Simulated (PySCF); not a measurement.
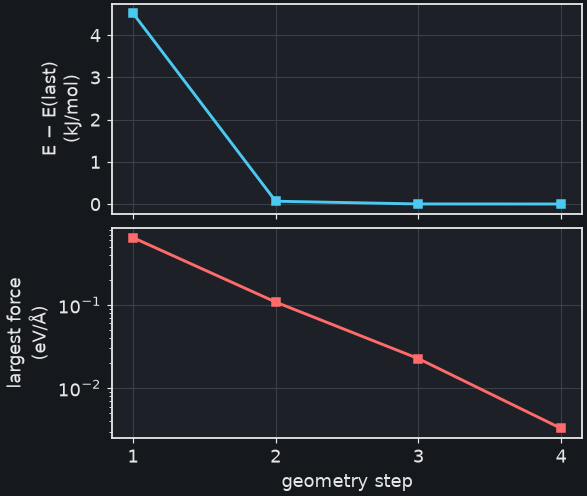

History of a geometry optimisation.

The run: cyclohexane (SMILES C1CCCCC1), by PBE0-D3(BJ)/def2-SVP, geometry optimisation (PySCF 2.14.0, density fitting).

Question: How did the optimisation end?

Answer: The optimisation met its thresholds at geometry 4, counting the start as the first. The energy fell by about 4.5 kJ/mol from the first step to the last. The largest force goes from about 0.64 eV/Å at the start to 3 × 10⁻³ eV/Å at the end.
